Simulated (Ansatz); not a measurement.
```xyz
14
Lattice="4.3371 0.0000 0.0000 0.0000 4.3371 0.0000 0.0000 0.0000 7.6942" Properties=species:S:1:pos:R:3 pbc="T T T"
Be    0.0000    2.1685    1.9236
Be    2.1685    0.0000    5.7707
Be    0.0000    0.0000    3.8471
Be    2.1685    2.1685    0.0000
Se    0.0000    0.0000    0.0000
Se    2.1685    2.1685    3.8471
O     1.0484    1.3691    0.9450
O     3.2169    3.5377    4.7921
O     3.5377    1.1202    2.9021
O     1.3691    3.2887    6.7492
O     1.1202    0.7994    4.7921
O     3.2887    2.9680    0.9450
O     0.7994    3.2169    2.9021
O     2.9680    1.0484    6.7492
```

Space group I-4; a generated structure, not necessarily the stable one.

The calculation used DFT PBE, scalar-relativistic, plane waves, PAW (Ansatz 0.2.0).

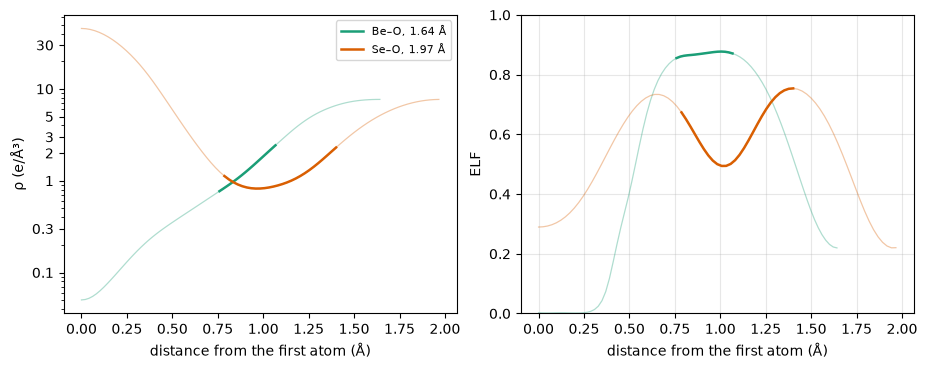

Be2SeO4. Valence charge density (pseudo) and ELF along straight lines between neighbouring atoms. Thin, pale parts lie inside the atomic spheres.

In a PAW calculation such maps are meaningful between the atoms, not at the nuclei.

Q: Compare the contacts.

A: Be–O (1.64 Å): ρ is about 0.93 e/Å³ halfway; the ELF peaks at about 0.90 in the valence shell of O, 0.6 Å from its nucleus, and is about 0.85 at the midpoint.
Se–O (1.97 Å): the density is about 0.82 e/Å³ at the midpoint; the ELF peaks at about 0.75 in the valence shell of O, 0.6 Å from its nucleus, and drops to about 0.50 between the two atoms.
